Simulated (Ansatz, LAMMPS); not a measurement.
# Amorphous HfO2 at 7.64 g/cm^3 (84 atoms), relaxed: mesh and functional compared

Which bonds does the relaxation leave, and how do the Kohn-Sham gap, forces and pressure change with k-mesh and functional?

Calculated with Ansatz 0.2.0: Kohn-Sham DFT, PBE, PAW (set soft_2), plane waves; cutoff 420 eV, Γ point, fermi-dirac smearing of 0.025 eV.

**The cell**

Density at the start: 7.64 g/cm³. The cell holds 84 atoms: 28 Hf and 56 O. Its edges and angles: a = 10.861 Å, b = 10.861 Å, c = 10.861 Å, α = 90.0°, β = 90.0°, γ = 90.0°. 84 atoms (28 Zr, 56 O) placed at random at 4.47 g/cm³, melted at 5000 K for 10 ps at fixed volume with the Morse and Coulomb pair potential with partial charges (Pedone, Malavasi, Menziani, Cormack and Segre, J. Phys. Chem. B 110, 11780 (2006)). Quenched from 5000 K to 300 K at 50 K/ps and fixed volume, held 5 ps, then minimised at fixed cell. Then Zr was replaced by Hf at the same volume (the potential has no terms for Hf, so the cell is a start for a DFT relaxation).

The atoms were relaxed with PBE. The walk converged after 21 steps, with a largest force component of 0.0247 eV/Å; it began at an r.m.s. force component of 0.53 eV/Å. The energy fell by 49.3 meV an atom.

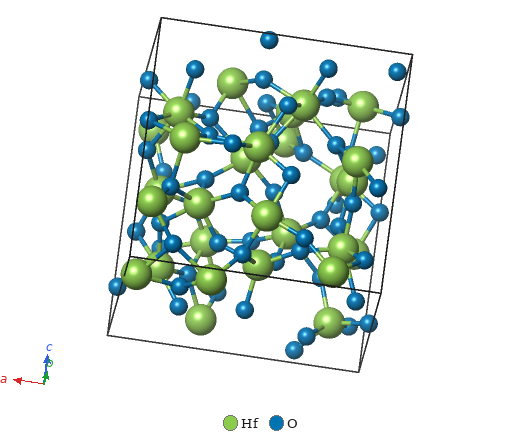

The relaxed cell. Bonds to atoms that aren't drawn are left out. Some periodic images of atoms are drawn too.

The input of the reference single point:

```yaml
crystal:
  lattice:
    - [10.8609, 0.0, 0.0]
    - [0.0, 10.8609, 0.0]
    - [0.0, 0.0, 10.8609]
  atoms:
    - { symbol: Hf, position: [0.08727, 0.17095, 0.42566] }
    - { symbol: Hf, position: [0.85127, 0.36033, 0.19027] }
    - { symbol: Hf, position: [0.57352, 0.50923, 0.63872] }
    - { symbol: Hf, position: [0.54461, 0.84871, 0.5788] }
    [... 78 atom lines left out ...]
    - { symbol: O, position: [0.16822, 0.43491, 0.74134] }
    - { symbol: O, position: [0.07196, 0.7927, 0.1957] }
kpoints:
  mp_grid: { grid: [1, 1, 1] }
hamiltonian:
  xc: pbe
scf:
  occupations: { method: fermi_dirac, width: 0.025 }
output:
  forces: true
  stress: true
  populations: true
  dos:
    method: { smearing: { sigma: 0.08 } }
    de: 0.05
    projected: { site_lists: { Hf: [Hf], O: [O] } }
  eigenvalues: true
  write_density: true
  write_potential: true
  volumetric_format: npy
```

**Bonds after relaxation**

Bonds by pair of elements; cutoffs follow the first minimum of g(r), held within bounds set by covalent radii, and pairs that aren't listed don't count as bonded:

```
pair A-B  cutoff (Å)  bonds  mean length (Å)  spread (Å)  shortest (Å)  B about A  A about B
    O-Hf        2.82    156             2.13       0.142          1.90       2.79       5.57
```

How many atoms have how many bonded neighbours:

```
element  mean   2   3  4   5   6  7
     Hf  5.57   0   0  0  14  12  2
      O  2.79  15  38  3   0   0  0
```

**Levels of theory**

Single points at the relaxed geometry:

```
functional  k-mesh  Kohn-Sham gap (eV)  pressure (GPa)  r.m.s. force component (eV/Å)  SCF cycles     time
       PBE   1×1×1               3.990           -6.14                          0.005          11     48 s
       PBE   2×2×2               3.977           -6.14                          0.010          11  7.7 min
     HSE06   1×1×1               5.489          -10.12                          0.107          21   13 min
    r2SCAN   1×1×1               4.472          -10.31                          0.073          12     83 s
    PBEsol   1×1×1               3.895          -10.92                          0.086          11     39 s
```

The gap is that between the highest filled and lowest empty Kohn-Sham level on the run's k-points. Cutoffs: 420 eV for PBE, HSE06 and PBEsol; 500 eV for r2SCAN. Times come from shared hosts and are rough.

**Findings**

By these cutoffs 50 % of Hf atoms have 5 and 68 % of O atoms have 3 neighbours. The Kohn-Sham gap is 3.99 eV with PBE on the 1×1×1 mesh and 3.98 eV on 2×2×2. On the 1×1×1 mesh HSE06 changes the gap by +1.50 eV against PBE. Carrying that shift over to the 2×2×2 mesh gives 3.98 + 1.50 = 5.48 eV, an estimate that takes the shift to be alike at all k-points. On the reference's mesh the gap changes with r2SCAN by +0.48 eV and PBEsol by -0.09 eV. Against the reference the pressure changes with HSE06 by -4.0 GPa, r2SCAN by -4.2 GPa and PBEsol by -4.8 GPa; a negative change means a smaller volume than PBE would take. The denser mesh moves the energy by -0.8 meV/atom and the pressure by +0.00 GPa.

Limits: All single points share the geometry relaxed with PBE. The density was set when the cell was made, as one point of a scan, and needn't be that of the real material. One sample; tail or defect levels can set the gap of a disordered cell. The quench rate of 50 K/ps is many orders above laboratory rates, so the cell is likely richer in defects and strain than a real sample. The network of bonds at the start is that of the classical potential that made the cell, and needn't be the one that DFT or experiment would give. Spin–orbit coupling is left out, which matters for the levels of the heavy elements. In some runs the program notes that the exchange-correlation potential is rough where the density is thin, it cut back its work space to fit the memory limit, the exchange threshold is loose for the stress and the SCF threshold is loose for the stress.

[Logs are printed without paths, hosts, clocks, repeated set-up lines and the standing remarks that a program may print on its own settings, such as how far it seeks lower states.]

[Hosts, paths, dates, database ids (printed as entryN), source tags and the programs' standing remarks are cut or masked in the printed files.]
